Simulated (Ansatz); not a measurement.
# Si5H10 (SMILES [SiH2]1[SiH2][SiH2][SiH2][SiH2]1) at BHLYP/6-31G(d) (spherical functions)

What is the vertical ionisation energy of Si5H10 at BHLYP/6-31G* (spherical functions)? 

Program for the calculation: Ansatz 0.2.0.

37 further runs of the same task are left out: 6 that didn't finish, 31 set aside as unsound or not needed.

### Step 1. The molecule

Si5H10 has 15 atoms, charge 0, and is taken as a singlet. As SMILES, `[SiH2]1[SiH2][SiH2][SiH2][SiH2]1`. Geometry: relaxed at PBE0-D4/def2-TZVP. This is one conformer, not always the lowest.

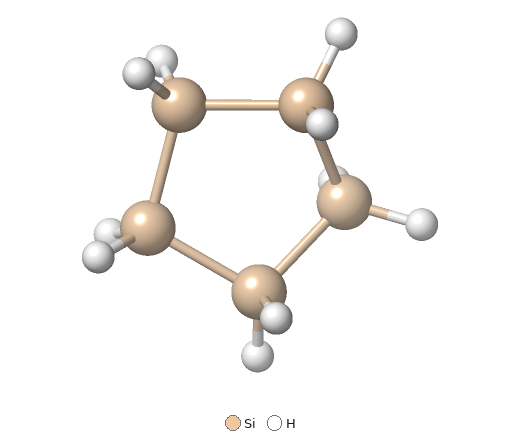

The structure, seen from a chosen angle (silicon light orange, hydrogen white).

### Step 2. The energy at BHLYP/6-31G(d) (spherical functions)

Contents of molecule.yaml:

```yaml
crystal:
  periodic: [false, false, false]
  atoms:
    - {symbol: Si, position_ang: [-1.084060, 1.459050, 0.707660]}
    - {symbol: Si, position_ang: [-0.059090, -0.250640, 1.935200]}
    - {symbol: Si, position_ang: [1.685310, -0.847370, 0.493250]}
    - {symbol: Si, position_ang: [0.606660, -0.977730, -1.585910]}
    - {symbol: Si, position_ang: [-1.132210, 0.611030, -1.483210]}
    - {symbol: H, position_ang: [-0.194180, 2.654660, 0.740620]}
    - {symbol: H, position_ang: [-2.428560, 1.852980, 1.210560]}
    - {symbol: H, position_ang: [0.385250, 0.161940, 3.294480]}
    - {symbol: H, position_ang: [-1.000910, -1.399120, 2.063570]}
    - {symbol: H, position_ang: [2.395090, -2.100510, 0.869400]}
    - {symbol: H, position_ang: [2.671440, 0.270290, 0.461680]}
    - {symbol: H, position_ang: [0.014450, -2.335600, -1.746080]}
    - {symbol: H, position_ang: [1.530020, -0.729740, -2.727130]}
    - {symbol: H, position_ang: [-0.952370, 1.690690, -2.492650]}
    - {symbol: H, position_ang: [-2.436840, -0.059940, -1.741430]}
basis:
  gaussian:
    orbitals: 6-31G_st_-spherical.json
hamiltonian:
  xc: {name: BHLYP}
accuracy: high
output:
  orbitals: {seedname: orbitals}
```

The basis set 6-31G* is read from a file made from the Basis Set Exchange's data (not shown).

Run with:

```bash
$ ansatz run molecule.yaml --threads 1 --pin off --max-ram 3480MiB --events-out events.jsonl --progress --plain --runs-dir runs
```

Output:

```text
Warning: RAYON_NUM_THREADS=1 ignored (pool sized by the plan → 1); use --threads N
Functional definition: BHLYP
  name "BHLYP"
  parameter a = 0.5
  exchange = (1 - a)*b88_x + a*exact_x
  correlation = lyp_c
2595 factors; integrals over basis functions are off by at most 5.3e-9 eV
mean field evaluation 1: about -39547.2214 eV, gradient 9.9e0 eV
mean field evaluation 2: about -39547.6925 eV, gradient 3.7e0 eV
mean field evaluation 4: about -39547.7354 eV, gradient 1.8e0 eV
mean field evaluation 8: about -39548.3886 eV, gradient 6.6e-2 eV
mean field evaluation 16: about -39548.3886 eV, gradient 1.1e-6 eV
mean field -39548.38862961 eV, -1453.3764752774 hartree, gradient 7.4e-8 eV, S^2 0.000000; 0 other end points of the search recorded, 0 dependent functions left out
reference -39548.38866947 eV, -1453.3764767425 hartree; 40, 40 occupied and 70, 70 virtual orbitals, 2595 factors
Total energy: -39548.38866947 eV, -1453.3764767425 hartree
```

Run time: 26 s. Hardware: 1 thread of Arm Neoverse V2, shared host; peak memory 0.53 GiB.

### Step 3. The doublet cation

Contents of job.yaml:

```yaml
crystal:
  periodic: [false, false, false]
  atoms:
    - {symbol: Si, position_ang: [-1.084060, 1.459050, 0.707660]}
    - {symbol: Si, position_ang: [-0.059090, -0.250640, 1.935200]}
    - {symbol: Si, position_ang: [1.685310, -0.847370, 0.493250]}
    - {symbol: Si, position_ang: [0.606660, -0.977730, -1.585910]}
    - {symbol: Si, position_ang: [-1.132210, 0.611030, -1.483210]}
    - {symbol: H, position_ang: [-0.194180, 2.654660, 0.740620]}
    - {symbol: H, position_ang: [-2.428560, 1.852980, 1.210560]}
    - {symbol: H, position_ang: [0.385250, 0.161940, 3.294480]}
    - {symbol: H, position_ang: [-1.000910, -1.399120, 2.063570]}
    - {symbol: H, position_ang: [2.395090, -2.100510, 0.869400]}
    - {symbol: H, position_ang: [2.671440, 0.270290, 0.461680]}
    - {symbol: H, position_ang: [0.014450, -2.335600, -1.746080]}
    - {symbol: H, position_ang: [1.530020, -0.729740, -2.727130]}
    - {symbol: H, position_ang: [-0.952370, 1.690690, -2.492650]}
    - {symbol: H, position_ang: [-2.436840, -0.059940, -1.741430]}
basis:
  gaussian:
    orbitals: 6-31G_st_-spherical.json
total_charge: 1
magnetization:
  spin_polarized: true
  initial_magnetization: 1
hamiltonian:
  xc: {name: BHLYP}
accuracy: high
output: {orbitals: {seedname: orbitals}}
```

The basis set 6-31G* is read from a file made from the Basis Set Exchange's data (not shown).

Run with:

```bash
$ ansatz run job.yaml --threads 1 --pin off --max-ram 3480MiB --events-out events.jsonl --progress --plain --runs-dir runs
```

Output:

```text
Warning: RAYON_NUM_THREADS=1 ignored (pool sized by the plan → 1); use --threads N
[... 5 set-up lines as earlier in the session ...]
2592 factors; integrals over basis functions are off by at most 5.3e-9 eV
mean field evaluation 1: about -39538.1084 eV, gradient 8.8e0 eV
mean field evaluation 2: about -39538.7011 eV, gradient 5.1e0 eV
mean field evaluation 4: about -39538.9194 eV, gradient 2.2e-1 eV
mean field evaluation 8: about -39539.0509 eV, gradient 7.5e-2 eV
mean field evaluation 16: about -39539.0516 eV, gradient 8.4e-4 eV
mean field evaluation 32: about -39539.0516 eV, gradient 9.4e-6 eV
mean field -39539.05159958 eV, -1453.0333457528 hartree, gradient 9.3e-8 eV, S^2 0.759939; 6 other end points of the search recorded, 0 dependent functions left out
reference -39539.05163867 eV, -1453.0333471893 hartree; 40, 39 occupied and 70, 71 virtual orbitals, 2592 factors
Total energy: -39539.05163867 eV, -1453.0333471893 hartree
```

It took 89 s on 1 thread of Arm Neoverse V2, shared host; peak memory 0.8 GiB.

### Step 4. Outcome

At BHLYP/6-31G* (spherical functions):

| quantity | value |
| --- | --- |
| singlet Si5H10: total energy | -1453.37648 Eh |
| singlet Si5H10: HOMO energy | -8.47 eV |
| singlet Si5H10: LUMO energy | 0.33 eV |
| singlet Si5H10: HOMO–LUMO gap | 8.80 eV |
| doublet cation: total energy | -1453.03335 Eh |
| doublet cation: HOMO energy (highest over α and β) | -12.96 eV |
| doublet cation: LUMO energy (lowest over α and β) | -10.20 eV |
| doublet cation: ⟨S²⟩ | 0.760 |
| vertical ionisation energy (to the doublet cation) | 9.337 eV |

**Reading.** The vertical ionisation energy comes to 9.34 eV (901 kJ/mol). −ε(HOMO) before ionisation, 8.47 eV, is 0.87 eV below this ionisation energy.
